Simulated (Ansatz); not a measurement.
# Decaying states in the gap of CsCdBrCl2, part 2 of 3

Wanted: the relaxed cell of CsCdBrCl2, its band edges and its decay constants. It is built by putting Br for part of the Cl in the CsCdCl3 structure of space group Pm-3m, with the volume rescaled by atomic radii. The parent structure comes from the Materials Project.

Ansatz 0.2.0; LDA DFT, plane waves, PAW files (the session's first sound run).

So far, gap on the k-mesh (eV): step 3 (band edges) 1.13.

The structure was built from a prototype and need not be the compound's stable phase.

### 4. Decaying states in the gap, plane (001), k-mesh 6×6×4

This step: LDA DFT, plane waves, PAW files; complex bands by layer matching along the plane's normal (Ansatz 0.2.0).

The same crystal is laid in a cell whose first two vectors span the (001) plane (indices of the standard conventional cell, whose axes can be ordered otherwise than in the bulk input). At fixed energy and wavevector in the plane the solver finds all kz, real and complex. A few wavevectors are listed, (0, 0) and (-0.5, -0.5) in units of the plane's reciprocal vectors; the slowest state needn't be among them.

Input file input.yaml:

```yaml
crystal:
  lattice:
    - [5.130882779, 0.0, 0.0]
    - [0.0, 5.130882779, 0.0]
    - [0.0, 0.0, 5.358495236]
  atoms:
    - { symbol: Cs, position: [0.0, 0.0, 0.0] }
    - { symbol: Cd, position: [0.5, 0.5, 0.5] }
    - { symbol: Cl, position: [0.0, 0.5, 0.5] }
    - { symbol: Br, position: [0.5, 0.5, 0.0] }
    - { symbol: Cl, position: [0.5, 0.0, 0.5] }
kpoints:
  mp_grid: { grid: [6, 6, 4] }
scf:
  occupations: { method: fixed }
hamiltonian:
  xc: lda
output:
  eigenvalues: true
  transmission:
    leads: [[0, 0]]
    kpoints: [[0.0, 0.0], [-0.5, -0.5]]
    e_range: [-1.0, 2.13]
    de: 0.06
```

Started as:

```
> ansatz run input.yaml --threads 2 --pin off --max-ram 4096MiB --backend cpu --events-out ev --progress --plain --runs-dir out
```

Numbers of over 12 decimals in the logs are rounded to 6 here.

Output:

```text
[...]
Crystal: 5 atoms, lattice volume = 141.068 Å³
Basis set: ecut = 420 eV, 2769 PW (Γ)
Bands: 30, of which v1, the nominal top of the filled ones, is band 25 counted from 1 (24 counted from 0)
Symmetry: 16 space group operations
[...]
k-points: 30 of 144
[...]
SCF iter   1: F=—  HF=-18411.810009 eV  |F-HF|=—  |Δ(HF+E_count)|=         —  Δρ=6.92e-3  dr2=6.08e-2  ethr=1.77e-3  ⟨swp⟩=5.4  Hψ=3371  notcnv=0  defer=69
[...]
SCF iter   7: F=-18411.790104 eV  HF=-18411.790104 eV  |F-HF|=4.75e-9  |Δ(HF+E_count)|=   3.02e-8  Δρ=2.65e-6  dr2=1.65e-8  ethr=2.00e-10  ⟨swp⟩=11.0  Hψ=3943  notcnv=0
SCF 1 converged in 7 iterations: F = -18411.790104 eV  dr2 = 1.65e-8
[...]
transmission: 8 of 16 steps passed
transmission: 16 of 16 steps passed
SCF converged after 7 iterations
Free energy (F): -18411.790104 eV
[...]
Internal energy: -18411.790104 eV  (E = F + TS)
E sigma→0 (E₀):  -18411.790104 eV
Fermi energy:    4.432612 eV
[...]
--- Band table (eV; the first three rows and the last of 30) ---
  k-point 0: bands = [... 21 lower, 3.2762, 3.6798, 3.7459, 3.7459, 5.5643, 9.5598, 9.6334, 10.0402, ... 1 higher]
  k-point 1: bands = [... 21 lower, 3.2472, 3.2472, 3.6548, 3.6548, 6.9019, 10.1635, 10.1849, 10.6480, ... 1 higher]
  k-point 2: bands = [... 21 lower, 3.2506, 3.2506, 3.5397, 3.5397, 8.6838, 10.8014, 10.8357, 11.5774, ... 1 higher]
  k-point 29: bands = [... 21 lower, 4.0944, 4.0944, 4.1929, 4.4326, 9.6369, 9.6369, 9.6799, 11.1347, ... 1 higher]
--- Transmission ---
  basis      : 233 plane waves across, 8 finite elements along
  points     : 2, as listed
  energies   : 53 from -1.000000 to 2.120000 eV about the Fermi level, 0.060000 eV apart; the leads are filled to 0.565825 eV, and channels, transmission and decay are at 0.560000 eV
  crystal 0  : Cs1Br1Cd1Cl2, at the sites [0, 0], period 5.3585 Å: whole cells are its period
    offset         : up to 0.0000 Å between an atom of the period and one for which it stands
    channels       : 0.000000e0 a spin
    conductance    : none, the energies end too early or step too widely for 300 K: set another output.transmission.e_range or a lower de, or, where they end at an eighth of basis.ecutwfc, a higher one
    slowest decay  : 0.1476 /Å at (0.0000, 0.0000)
```

It took 35 s on 2 threads of Arm Neoverse V2, shared host; peak memory 0.68 GiB.

A gap read on the k-mesh alone can miss the band edges.

Numbers from this step:

```yaml
free_energy: -18411.7901 eV
gap_on_the_k_mesh: 1.132 eV
level_to_which_the_leads_are_filled: 0.5658 eV from the Fermi level
decay_constant_at_the_filling_level_zone_centre: 0.1476 Å⁻¹
decay_constant_at_the_filling_level_slowest_listed_point: 0.1476 Å⁻¹
```

K parallel (0, 0); values up to 1.5 1/Å, a degenerate pair printed once or twice; energies at which all values exceed this have no row. Table of Im kz of the slowest decaying states by energy, zero at the highest filled level on the SCF mesh:

| energy (eV) | decay 1 (Å⁻¹) | decay 2 (Å⁻¹) | decay 3 (Å⁻¹) | decay 4 (Å⁻¹) |
| --- | --- | --- | --- | --- |
| -1.000 | 0.196 | 0.364 | 0.371 | 0.521 |
| -0.520 | 0.122 | 0.343 | 0.486 | 0.510 |
| 0.020 | 0.170 | 0.504 | 0.537 | 0.554 |
| 0.500 | 0.153 | 0.499 | 0.555 | 0.591 |
| 0.980 | 0.0830 | 0.492 | 0.559 | 0.606 |
| 1.520 | 0.480 | 0.551 | 0.610 | 0.745 |
| 2.000 | 0.464 | 0.536 | 0.605 | 0.705 |

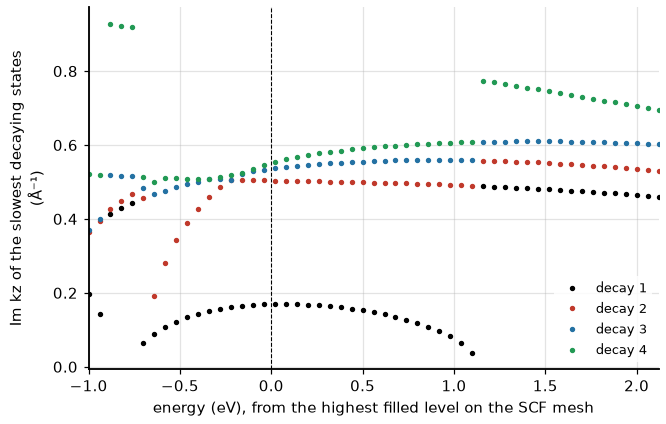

Im kz of the slowest decaying states, plotted against energy.

K parallel (-0.5, -0.5); values up to 1.5 1/Å, a degenerate pair printed once or twice; energies at which all values exceed this have no row. The Im kz of the slowest decaying states by energy, zero at the highest filled level on the SCF mesh:

```csv
energy (eV),decay 1 (Å⁻¹),decay 2 (Å⁻¹),decay 3 (Å⁻¹),decay 4 (Å⁻¹)
-1.000,0.397,0.748,0.933,1.20
-0.520,0.462,0.497,0.814,0.965
0.020,0.0343,0.246,0.508,0.855
0.500,0.164,0.337,0.535,0.875
0.980,0.219,0.384,0.552,0.885
1.520,0.259,0.409,0.563,0.887
2.000,0.282,0.416,0.565,0.882
```

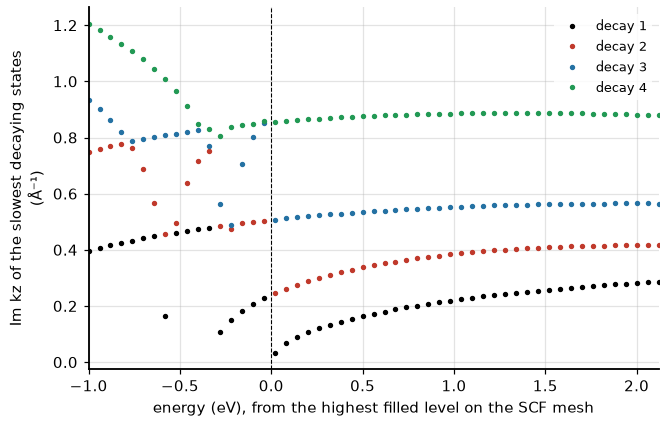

Im kz of the slowest decaying states against energy.

At the listed wavevectors the last open channel is at -0.04 eV and the next at +1.16 eV on the grid. At +0.56 eV, the grid energy nearest the filling level (the middle of the gap on the SCF mesh), the slowest state at the listed wavevectors decays with κ = 0.148 Å⁻¹, its amplitude falling by e over 6.8 Å. Through 1 nm of this crystal that state's transmission falls by exp(−2 × 0.148 Å⁻¹ × 10 Å) = 0.052.

### 5. Complex bands, plane (100), k-mesh 6×4×6

The same for the (100) plane, at (0, 0) and (-0.5, -0.5), to see how the decay depends on direction.

input.yaml, the sections that differ from step 4:

```yaml
crystal:
  lattice:
    - [5.130882779, 0.0, 0.0]
    - [0.0, 5.358495236, 0.0]
    - [0.0, 0.0, 5.130882779]
  atoms:
    - { symbol: Cs, position: [0.0, 0.0, 0.0] }
    - { symbol: Cd, position: [0.5, 0.5, 0.5] }
    - { symbol: Cl, position: [0.5, 0.5, 0.0] }
    - { symbol: Br, position: [0.5, 0.0, 0.5] }
    - { symbol: Cl, position: [0.0, 0.5, 0.5] }
kpoints:
  mp_grid: { grid: [6, 4, 6] }
# scf, hamiltonian, output: as in step 4
```

Output:

```text
[...]
Crystal: 5 atoms, lattice volume = 141.068 Å³
Basis set: ecut = 420 eV, 2769 PW (Γ)
Bands: 30, of which v1, the nominal top of the filled ones, is band 25 counted from 1 (24 counted from 0)
Symmetry: 16 space group operations
[...]
k-points: 30 of 144
[...]
SCF iter   1: F=—  HF=-18411.810070 eV  |F-HF|=—  |Δ(HF+E_count)|=         —  Δρ=6.91e-3  dr2=6.08e-2  ethr=1.77e-3  ⟨swp⟩=5.5  Hψ=3378  notcnv=0  defer=69
[...]
SCF iter   7: F=-18411.790104 eV  HF=-18411.790104 eV  |F-HF|=5.51e-9  |Δ(HF+E_count)|=   2.91e-8  Δρ=2.71e-6  dr2=1.74e-8  ethr=2.00e-10  ⟨swp⟩=10.8  Hψ=3911  notcnv=0
SCF 1 converged in 7 iterations: F = -18411.790104 eV  dr2 = 1.74e-8
[...]
transmission: 8 of 16 steps passed
transmission: 16 of 16 steps passed
SCF converged after 7 iterations
Free energy (F): -18411.790104 eV
[...]
Internal energy: -18411.790104 eV  (E = F + TS)
E sigma→0 (E₀):  -18411.790104 eV
Fermi energy:    4.432616 eV
[...]
--- Band table (eV; the first three rows and the last of 30) ---
  k-point 0: bands = [... 21 lower, 3.2762, 3.6798, 3.7459, 3.7459, 5.5643, 9.5598, 9.6334, 10.0402, ... 1 higher]
  k-point 1: bands = [... 21 lower, 3.2356, 3.4580, 3.6192, 3.6803, 6.1947, 9.9413, 9.9854, 10.3488, ... 1 higher]
  k-point 2: bands = [... 21 lower, 3.1542, 3.1751, 3.4709, 3.5412, 7.5395, 10.6852, 10.9190, 11.2077, ... 1 higher]
  k-point 29: bands = [... 21 lower, 4.0944, 4.0944, 4.1929, 4.4326, 9.6369, 9.6369, 9.6799, 11.1347, ... 1 higher]
--- Transmission ---
  basis      : 241 plane waves across, 8 finite elements along
  points     : 2, as listed
[...]
crystal 0  : Cs1Cl2Cd1Br1, at the sites [0, 0], period 5.1309 Å: whole cells are its period
[...]
channels       : 0.000000e0 a spin
[...]
slowest decay  : 0.1627 /Å at (0.0000, 0.0000)
```

Run time: 42 s. Hardware: 2 threads; peak memory 0.74 GiB; 68 s of CPU time.

Numbers from this step:

```yaml
decay_constant_at_the_filling_level_zone_centre: 0.1627 Å⁻¹
decay_constant_at_the_filling_level_slowest_listed_point: 0.1627 Å⁻¹
```

K parallel (0, 0); values up to 1.5 1/Å, a degenerate pair printed once or twice; energies at which all values exceed this have no row. The Im kz of the slowest decaying states by energy, zero at the highest filled level on the SCF mesh:

```
energy (eV)  decay 1 (Å⁻¹)  decay 2 (Å⁻¹)  decay 3 (Å⁻¹)  decay 4 (Å⁻¹)
     -1.000          0.107          0.218          0.317          0.412
     -0.520          0.122          0.283          0.365          0.368
      0.020          0.187          0.411          0.457          0.520
      0.500          0.168          0.425          0.509          0.534
      0.980         0.0909          0.430          0.535          0.539
      1.520          0.428          0.533          0.548          0.604
      2.000          0.419          0.519          0.549          0.600
```

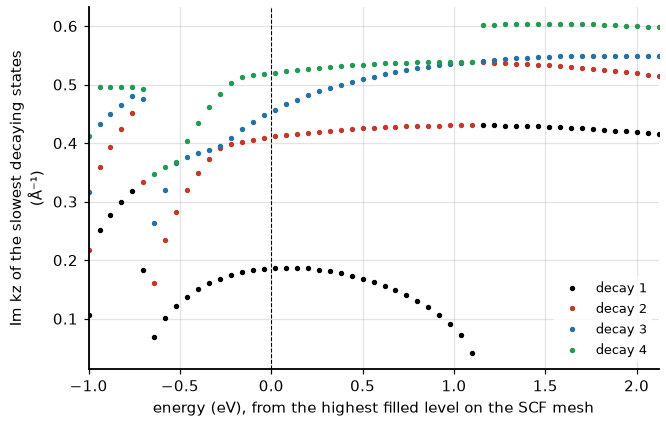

Im kz of the slowest decaying states, plotted against energy.

K parallel (-0.5, -0.5); values up to 1.5 1/Å, a degenerate pair printed once or twice; energies at which all values exceed this have no row. Table of Im kz of the slowest decaying states by energy, zero at the highest filled level on the SCF mesh:

| energy (eV) | decay 1 (Å⁻¹) | decay 2 (Å⁻¹) | decay 3 (Å⁻¹) | decay 4 (Å⁻¹) |
| --- | --- | --- | --- | --- |
| -1.000 | 0.368 | 0.664 | 0.809 | 0.886 |
| -0.520 | 0.0985 | 0.481 | 0.524 | 0.735 |
| 0.020 | 0.0634 | 0.242 | 0.321 | 0.413 |
| 0.500 | 0.198 | 0.337 | 0.394 | 0.475 |
| 0.980 | 0.251 | 0.387 | 0.434 | 0.506 |
| 1.520 | 0.289 | 0.417 | 0.456 | 0.525 |
| 2.000 | 0.312 | 0.427 | 0.461 | 0.533 |

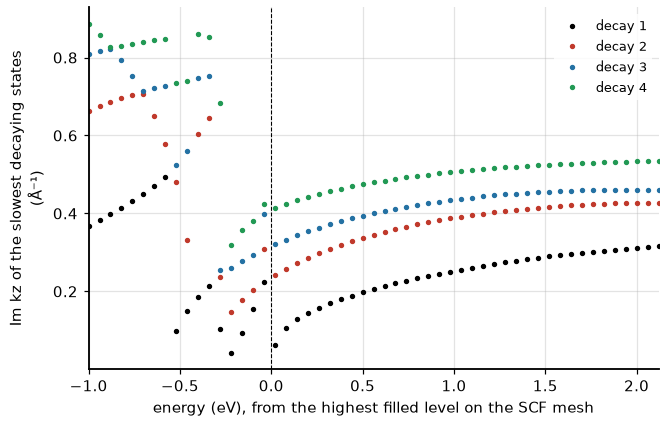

Im kz of the slowest decaying states, plotted against energy.

At the listed wavevectors the last open channel is at -0.04 eV and the next at +1.16 eV on the grid. At +0.56 eV, the grid energy nearest the filling level (the middle of the gap on the SCF mesh), the slowest state at the listed wavevectors decays with κ = 0.163 Å⁻¹, its amplitude falling by e over 6.1 Å; the first such run, plane (001), gave 0.148 Å⁻¹.

### 6. Band edges at another level

This step: PBEsol DFT, plane waves, PAW files (Ansatz 0.2.0).

The edges again with PBEsol, at the same atoms.

Input file input.yaml:

```yaml
crystal:
  lattice:
    - [5.1308827787, 0.0, 0.0]
    - [0.0, 5.1308827787, 0.0]
    - [0.0, 0.0, 5.358495236]
  atoms:
    - { symbol: Cs, position: [0.0, 0.0, 0.0] }
    - { symbol: Cd, position: [0.5, 0.5, 0.5] }
    - { symbol: Cl, position: [0.0, 0.5, 0.5] }
    - { symbol: Br, position: [0.5, 0.5, 0.0] }
    - { symbol: Cl, position: [0.5, 0.0, 0.5] }
kpoints:
  mp_grid: { grid: [4, 4, 4] }
  band_path: { path: [VBM, CBM], npoints: 30 }
scf:
  occupations: { method: fixed }
hamiltonian:
  xc: pbesol
output:
  eigenvalues: true
```

Output:

```text
[...]
Crystal: 5 atoms, lattice volume = 141.068 Å³
Basis set: ecut = 420 eV, 2769 PW (Γ)
Bands: 30, of which v1, the nominal top of the filled ones, is band 25 counted from 1 (24 counted from 0)
Symmetry: 16 space group operations
[...]
k-points: 18 of 64
[...]
SCF iter   1: F=—  HF=-18634.921197 eV  |F-HF|=—  |Δ(HF+E_count)|=         —  Δρ=4.19e-3  dr2=3.13e-2  ethr=1.77e-3  ⟨swp⟩=5.4  Hψ=2019  notcnv=0  defer=46
[...]
SCF iter   7: F=-18634.912416 eV  HF=-18634.912416 eV  |F-HF|=5.04e-9  |Δ(HF+E_count)|=   2.01e-7  Δρ=2.25e-6  dr2=1.31e-8  ethr=2.00e-10  ⟨swp⟩=11.3  Hψ=2232  notcnv=0
SCF 1 converged in 7 iterations: F = -18634.912416 eV  dr2 = 1.31e-8
[...]
SCF converged after 7 iterations
Free energy (F): -18634.912416 eV
[...]
Internal energy: -18634.912416 eV  (E = F + TS)
E sigma→0 (E₀):  -18634.912416 eV
Fermi energy:    4.617049 eV
[...]
--- Band table (eV; the first three rows and the last of 18) ---
  k-point 0: bands = [... 21 lower, 3.4529, 3.8556, 3.9180, 3.9180, 5.9118, 9.9396, 9.9481, 10.3840, ... 1 higher]
  k-point 1: bands = [... 21 lower, 3.4258, 3.4258, 3.8271, 3.8271, 7.2194, 10.4696, 10.5358, 11.0066, ... 1 higher]
  k-point 2: bands = [... 21 lower, 3.4308, 3.4308, 3.7118, 3.7118, 8.9941, 11.1301, 11.1305, 11.8213, ... 1 higher]
  k-point 17: bands = [... 21 lower, 4.2635, 4.2635, 4.3781, 4.6170, 9.9283, 9.9283, 9.9764, 11.4767, ... 1 higher]
```

Elapsed: 8.6 s, on 2 threads; peak memory 0.41 GiB; 17 s of CPU time.

Numbers from this step:

| Quantity | Value |
| --- | --- |
| free energy | -18634.9124 eV |
| Fermi energy | 4.617 eV |
| gap on the k-mesh | 1.295 eV |
| gap on path | 1.295 eV, by band count; negative where bands overlap |
| direct gap on path | 1.994 eV |

Electronic bands along the path, in eV, zero at the Fermi level (highest filled level under fixed occupations); v1 is the highest filled band, c1 the lowest empty one:

| point | v4 | v3 | v2 | v1 | c1 | c2 | c3 | c4 |
| --- | --- | --- | --- | --- | --- | --- | --- | --- |
| VBM | -0.35 | -0.35 | -0.24 | 0.00 | 5.31 | 5.31 | 5.36 | 6.86 |
| CBM | -1.16 | -0.76 | -0.70 | -0.70 | 1.29 | 5.32 | 5.33 | 5.77 |

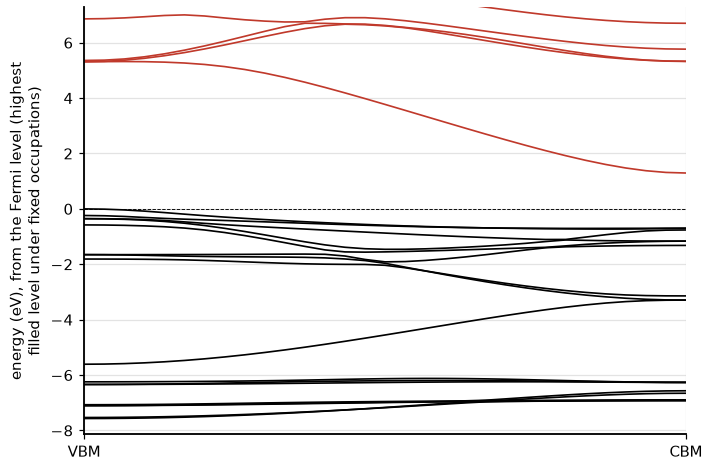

Electronic bands along the path; lines of filled and empty bands in two colours.

The searched edges give 1.29 eV, as on the mesh.

For the gap on the k-mesh, step 3 gave 1.13 eV; this run, with PBEsol, gives 1.29 eV.

[end of part 2 of 3]

[Logs are printed without paths, hosts, clocks, repeated set-up lines and the standing remarks that a program may print on its own settings, such as how far it seeks lower states.]

[Hosts, paths, dates, database ids (printed as entryN), source tags and the programs' standing remarks are cut or masked in the printed files.]
